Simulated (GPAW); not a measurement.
## SiH₃O₂: calculation of the molecule and its ions (part 1 of 2)

SiH₃O₂, multiplicity 2, SMILES O[SiH]O, computed with optPBE-vdW/plane waves, UKS, scalar-relativistic datasets (GPAW 26.7.0).

The geometry comes from this level: PBE0-D4/def2-TZVP.

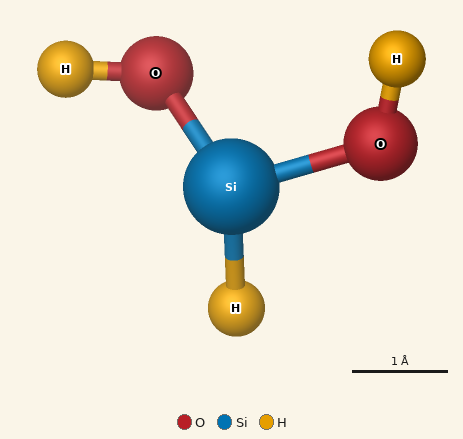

**Figure 1.** The structure (ball-and-stick view, seen at a tilt). Bond lengths as drawn: H–O 0.96 Å, H–Si 1.50 Å and O–Si 1.64 to 1.65 Å.

Input file (run.py):
```python
from ase.io import read
from gpaw import GPAW, PW

molecule = read("H3O2Si.xyz")
molecule.center(vacuum=6.0)

energies = {}
for name, charge, unpaired in [("neutral", 0, 1), ("oxidised", 1, 0)]:
    molecule.set_initial_magnetic_moments([unpaired / len(molecule)] * len(molecule))
    calc = GPAW(mode=PW(400),
                charge=charge,
                mixer={"name": "pulay", "beta": 0.1, "nmaxold": 1, "weight": 100.0},
                xc={"name": "optPBE-vdW", "backend": "libvdwxc"},
                occupations={"name": "fermi-dirac", "width": 0.0, "fixmagmom": unpaired > 0},
                maxiter=100,
                symmetry="off",
                txt="-")
    molecule.calc = calc
    energies[name] = molecule.get_potential_energy()
    print(f'{name:10} {energies[name]:12.5f} eV')

ip = energies["oxidised"] - energies["neutral"]
print(f"Vertical IP: {ip:.3f} eV")
```

File H3O2Si.xyz:
```
6

O     -1.186200    -0.443400    -0.202500
Si     0.358900     0.083300    -0.457100
O      1.071000     0.255000     1.010900
H     -1.625300    -0.879000    -0.934700
H      0.393800     1.459300    -1.043800
H      0.987700    -0.475200     1.627200
```

Run on 1 thread of Arm Neoverse V2, 112 GiB of memory available, shared host.

Command:
```bash
python run.py > run.log
```

Log:
```
__  _  _
 | _ |_)|_||  |
 |__||  | ||/\| - 26.7.0

units:  Angstrom and eV
cores:  1
OpenMP: False

Versions:
  Python: 3.12.14
  ASE:    3.29.0
  Numpy:  2.5.5
  Scipy:  1.18.1
  Libxc:  7.0.0

        _gpaw.cpython-312-aarch64-linux-gnu.so

Input parameters:
  mode=PW(ecut=400.0),
  charge=0.0,
  maxiter=100,
  mixer=Pulay(name='pulay', nmaxold=1, beta=0.1, weight=100.0, sigma=0.015, g_ss=None),
  occupations=Occupations(name='fermi-dirac', width=0.0, fixmagmom=True),
  symmetry=Symmetry(point_group=False, time_reversal=False),
  xc=XC(name='optPBE-vdW', backend='libvdwxc')

Diagonalizing LCAO Hamiltonian
Converting LCAO to pw mode
          .-----------------------------------.
         /|                                   |
        / |                                   |
       /  |                                   |
      /   |                                   |
     /    |                                   |
    /     |                                   |
   /      |                                   |
  /       |                                   |
 *        |                                   |
 |        |                                   |
 |        |                                   |
 |        |               H                   |
 |        |                O                  |
 |        |               H                   |
 |        |          O   Si                   |
 |        |        H                          |
 |        |                                   |
 |        .-----------------------------------.
 |       /                                   /
 |      /                                   /
 |     /                                   /
 |    /                                   /
 |   /                                   /
 |  /                                   /
 | /                                   /
 |/                                   /
 *-----------------------------------*

Atoms  # Å, Bohr magnetons
|   | symbol |        x |        y |        z |    initial magnetic moments |
|---|--------|----------|----------|----------|-----------------------------|
| 0 |      O | 6.439100 | 6.435600 | 6.841300 | ( 0.0000,  0.0000,  0.1667) |
| 1 |     Si | 7.984200 | 6.962300 | 6.586700 | ( 0.0000,  0.0000,  0.1667) |
| 2 |      O | 8.696300 | 7.134000 | 8.054700 | ( 0.0000,  0.0000,  0.1667) |
| 3 |      H | 6.000000 | 6.000000 | 6.109100 | ( 0.0000,  0.0000,  0.1667) |
| 4 |      H | 8.019100 | 8.338300 | 6.000000 | ( 0.0000,  0.0000,  0.1667) |
| 5 |      H | 8.613000 | 6.403800 | 8.671000 | ( 0.0000,  0.0000,  0.1667) |

Unit cell  # Å
| periodic |         x |         y |         z |   lengths |    angles |
|----------|-----------|-----------|-----------|-----------|-----------|
|       no | 14.696300 |  0.000000 |  0.000000 | 14.696300 | 90.000000 |
|       no |  0.000000 | 14.338300 |  0.000000 | 14.338300 | 90.000000 |
|       no |  0.000000 |  0.000000 | 14.671000 | 14.671000 | 90.000000 |

Number of symmetries: 1
Symmetry operations  # r_c * U_cc + t_c -> r_c
|   | kind |            matrix            |
|---|------|------------------------------|
| 0 |  E   |  1, 0, 0,  0, 1, 0,  0, 0, 1 |

BZ-sampling:
  Number of BZ points: 1
  Number of IBZ points: 1

  Monkhorst-Pack size: [1, 1, 1]
  Monkhorst-Pack shift: [0, 0, 0]

K-points  # in reciprocal-cell coordinates
|   |                                coordinates |     weight |
|---|--------------------------------------------|------------|
| 0 | (  0.00000000,   0.00000000,   0.00000000) | 1.00000000 |

Plane wave coefficients: 28098
Cutoff: 400.0 eV

Spin-components: 2 (collinear spins)
Bands:           15
Projectors:      24
Spin-degeneracy: 1
Datatype:        float64

  Storage: CPU
  Wave functions: 13_487_040 bytes (13_487_040 per core)
  Projectors: 12_587_904 bytes (12_587_904 per core)

Parallelization:
  kpt:    1
  domain: 1
  band:   1

Density:
  Valence electrons: 19.0
  Components: 2
  Grid points: [70 70 70]
  Charge: 0.0  # |e|

Potential:
  Grid points: [70 70 70]

species:
  O:
    name:    Oxygen
    Z:       8.0
    valence: 6
    core:    2
    charge:  0.0  # [|e|]
    file:    O.PBE.gz
    compensation charges:
      type: gauss
      rc: 0.21  # [Å]
      lmax: 2
    cutoffs:
      filter: 1.17  # [Å]
      core: 0.83  # [Å]
    projectors
    | kind |    occ | energy [eV] | rcut [Å] |
    |------|--------|-------------|----------|
    |   2s |  2.000 |     -23.961 |    0.688 |
    |   2p |  4.000 |      -9.029 |    0.598 |
    |    s |        |       3.251 |    0.688 |
    |    p |        |      18.182 |    0.598 |
    |    d |        |       0.000 |    0.619 |

    Using partial waves for O as LCAO basis

  Si:
    name:    Silicon
    Z:       14.0
    valence: 4
    core:    10
    charge:  0.0  # [|e|]
    file:    Si.PBE.gz
    compensation charges:
      type: gauss
      rc: 0.33  # [Å]
      lmax: 2
    cutoffs:
      filter: 1.86  # [Å]
      core: 2.06  # [Å]
    projectors
    | kind |    occ | energy [eV] | rcut [Å] |
    |------|--------|-------------|----------|
    |   3s |  2.000 |     -10.812 |    1.058 |
    |   3p |  2.000 |      -4.081 |    1.058 |
    |    s |        |      16.399 |    1.058 |
    |    p |        |      23.130 |    1.058 |
    |    d |        |       0.000 |    1.058 |

    Using partial waves for Si as LCAO basis

  H:
    name:    Hydrogen
    Z:       1.0
    valence: 1
    core:    0
    charge:  0.0  # [|e|]
    file:    H.PBE.gz
    compensation charges:
      type: gauss
      rc: 0.15  # [Å]
      lmax: 2
    cutoffs:
      filter: 0.85  # [Å]
      core: 0.53  # [Å]
    projectors
    | kind |    occ | energy [eV] | rcut [Å] |
    |------|--------|-------------|----------|
    |   1s |  1.000 |      -6.494 |    0.476 |
    |    s |        |      20.717 |    0.476 |
    |    p |        |       0.000 |    0.476 |

    Using partial waves for H as LCAO basis

Reference energy: -12005.519339  # eV

eigensolver:
  PPCG
  Converge bands: occupied
  niter=2

density mixing:
  Pulay-Mixer
  Linear mixing parameters: 0.1
  Old densities: 1
  Fourier metric: weight=100.0, sigma=0.015

occupation numbers:
  Fixed magnetic moment: 1.000
  # Zero width

poisson solver:
  ecut: 3200.0  # eV

xc functional:
  name: vdW-optPBE with libvdwxc
  Mode: serial
  Semilocal: GGA_X_OPTPBE_VDW+LDA_C_PW with 2 nearest neighbor stencil
  Corresponding non-local functional: vdW-DF
  Local blocksize: 140 x 140 x 140
  PAW datasets: PBE

Initialization done in: 5.521 s

convergence criteria:
- Maximum [total energy] change in last 3 cyles: 0.0005 eV / valence electron
- Maximum integral of absolute [dens]ity change: 0.0001 electrons / valence electron
- Maximum integral of absolute [eigenst]ate change: 4e-08 eV^2 / valence electron
maximum number of iterations: 100

SCF iterations
|iter     |     time |      energy | eigst |  dens |  magmom |
|---------|----------|-------------|-------|-------|---------|
|iter:   1| 00:00:07 |  -45.038771 | +0.21 |       |  +0.9975|
|iter:   2| 00:00:13 |  -43.767844 | -1.26 | -0.56 |  +0.9977|
|iter:   3| 00:00:19 |  -43.080466 | -1.88 | -0.64 |  +0.9980|
|iter:   4| 00:00:25 |  -42.725311 | -2.09 | -0.72 |  +0.9982|
|iter:   5| 00:00:31 |  -42.542344 | -2.31 | -0.79 |  +0.9984|
|iter:   6| 00:00:37 |  -42.447757 | -2.55 | -0.85 |  +0.9985|
|iter:   7| 00:00:43 |  -42.398701 | -2.77 | -0.91 |  +0.9987|
|iter:   8| 00:00:49 |  -42.373412 | -2.98 | -0.96 |  +0.9988|
|iter:   9| 00:00:55 |  -42.360727 | -3.18 | -1.01 |  +0.9989|
|iter:  10| 00:01:01 |  -42.354873 | -3.38 | -1.06 |  +0.9990|
|iter:  11| 00:01:07 |  -42.352783c| -3.59 | -1.11 |  +0.9991|
|iter:  12| 00:01:13 |  -42.352770c| -3.78 | -1.15 |  +0.9992|
|iter:  13| 00:01:19 |  -42.353889c| -3.98 | -1.20 |  +0.9993|
|iter:  14| 00:01:25 |  -42.355596c| -4.16 | -1.25 |  +0.9994|
|iter:  15| 00:01:31 |  -42.357552c| -4.32 | -1.29 |  +0.9994|
|iter:  16| 00:01:37 |  -42.359568c| -4.48 | -1.34 |  +0.9995|
|iter:  17| 00:01:43 |  -42.361534c| -4.61 | -1.38 |  +0.9995|
|iter:  18| 00:01:49 |  -42.363380c| -4.75 | -1.43 |  +0.9996|
|iter:  19| 00:01:55 |  -42.365074c| -4.86 | -1.47 |  +0.9996|
|iter:  20| 00:02:01 |  -42.366605c| -4.99 | -1.52 |  +0.9997|
|iter:  21| 00:02:07 |  -42.367975c| -5.09 | -1.56 |  +0.9997|
|iter:  22| 00:02:13 |  -42.369187c| -5.20 | -1.61 |  +0.9997|
|iter:  23| 00:02:19 |  -42.370249c| -5.30 | -1.65 |  +0.9998|
|iter:  24| 00:02:25 |  -42.371177c| -5.41 | -1.70 |  +0.9998|
|iter:  25| 00:02:31 |  -42.371983c| -5.50 | -1.74 |  +0.9998|
|iter:  26| 00:02:37 |  -42.372680c| -5.60 | -1.79 |  +0.9998|
|iter:  27| 00:02:44 |  -42.373282c| -5.69 | -1.83 |  +0.9998|
|iter:  28| 00:02:50 |  -42.373800c| -5.78 | -1.88 |  +0.9999|
|iter:  29| 00:02:56 |  -42.374243c| -5.87 | -1.92 |  +0.9999|
|iter:  30| 00:03:02 |  -42.374623c| -5.96 | -1.97 |  +0.9999|
|iter:  31| 00:03:08 |  -42.374947c| -6.05 | -2.01 |  +0.9999|
|iter:  32| 00:03:14 |  -42.375223c| -6.14 | -2.05 |  +0.9999|
|iter:  33| 00:03:20 |  -42.375458c| -6.22 | -2.10 |  +0.9999|
|iter:  34| 00:03:26 |  -42.375657c| -6.31 | -2.14 |  +0.9999|
|iter:  35| 00:03:32 |  -42.375826c| -6.38 | -2.18 |  +0.9999|
|iter:  36| 00:03:38 |  -42.375970c| -6.47 | -2.23 |  +0.9999|
|iter:  37| 00:03:44 |  -42.376091c| -6.55 | -2.27 |  +0.9999|
|iter:  38| 00:03:50 |  -42.376193c| -6.64 | -2.32 |  +0.9999|
|iter:  39| 00:03:56 |  -42.376280c| -6.72 | -2.36 |  +1.0000|
|iter:  40| 00:04:03 |  -42.376353c| -6.80 | -2.40 |  +1.0000|
|iter:  41| 00:04:09 |  -42.376415c| -6.88 | -2.44 |  +1.0000|
|iter:  42| 00:04:15 |  -42.376467c| -6.96 | -2.49 |  +1.0000|
|iter:  43| 00:04:21 |  -42.376511c| -7.04 | -2.53 |  +1.0000|
|iter:  44| 00:04:27 |  -42.376548c| -7.12 | -2.57 |  +1.0000|
|iter:  45| 00:04:33 |  -42.376579c| -7.20 | -2.62 |  +1.0000|
|iter:  46| 00:04:39 |  -42.376606c| -7.28 | -2.66 |  +1.0000|
|iter:  47| 00:04:45 |  -42.376628c| -7.35 | -2.70 |  +1.0000|
|iter:  48| 00:04:51 |  -42.376646c| -7.43c| -2.74 |  +1.0000|
|iter:  49| 00:04:57 |  -42.376662c| -7.51c| -2.79 |  +1.0000|
|iter:  50| 00:05:03 |  -42.376675c| -7.59c| -2.83 |  +1.0000|
|iter:  51| 00:05:09 |  -42.376686c| -7.66c| -2.87 |  +1.0000|
|iter:  52| 00:05:15 |  -42.376695c| -7.74c| -2.91 |  +1.0000|
|iter:  53| 00:05:21 |  -42.376703c| -7.82c| -2.95 |  +1.0000|
|iter:  54| 00:05:27 |  -42.376710c| -7.89c| -2.99 |  +1.0000|
|iter:  55| 00:05:33 |  -42.376715c| -7.97c| -3.04 |  +1.0000|
|iter:  56| 00:05:40 |  -42.376720c| -8.04c| -3.08 |  +1.0000|
|iter:  57| 00:05:46 |  -42.376724c| -8.12c| -3.12 |  +1.0000|
|iter:  58| 00:05:52 |  -42.376727c| -8.19c| -3.16 |  +1.0000|
|iter:  59| 00:05:57 |  -42.376730c| -7.65c| -3.20 |  +1.0000|
|iter:  60| 00:06:03 |  -42.376732c| -7.67c| -3.24 |  +1.0000|
|iter:  61| 00:06:09 |  -42.376734c| -7.48c| -3.28 |  +1.0000|
|iter:  62| 00:06:14 |  -42.376736c| -7.56c| -3.32 |  +1.0000|
|iter:  63| 00:06:19 |  -42.376737c| -7.69c| -3.36 |  +1.0000|
|iter:  64| 00:06:25 |  -42.376738c| -7.73c| -3.41 |  +1.0000|
|iter:  65| 00:06:30 |  -42.376739c| -7.78c| -3.45 |  +1.0000|
|iter:  66| 00:06:36 |  -42.376740c| -7.82c| -3.49 |  +1.0000|
|iter:  67| 00:06:41 |  -42.376741c| -7.87c| -3.53 |  +1.0000|
|iter:  68| 00:06:47 |  -42.376741c| -7.93c| -3.57 |  +1.0000|
|iter:  69| 00:06:52 |  -42.376742c| -7.99c| -3.61 |  +1.0000|
|iter:  70| 00:06:58 |  -42.376742c| -8.05c| -3.65 |  +1.0000|
|iter:  71| 00:07:03 |  -42.376743c| -8.11c| -3.69 |  +1.0000|
|iter:  72| 00:07:08 |  -42.376743c| -8.18c| -3.73 |  +1.0000|
|iter:  73| 00:07:14 |  -42.376743c| -8.25c| -3.77 |  +1.0000|
|iter:  74| 00:07:19 |  -42.376743c| -8.32c| -3.80 |  +1.0000|
```
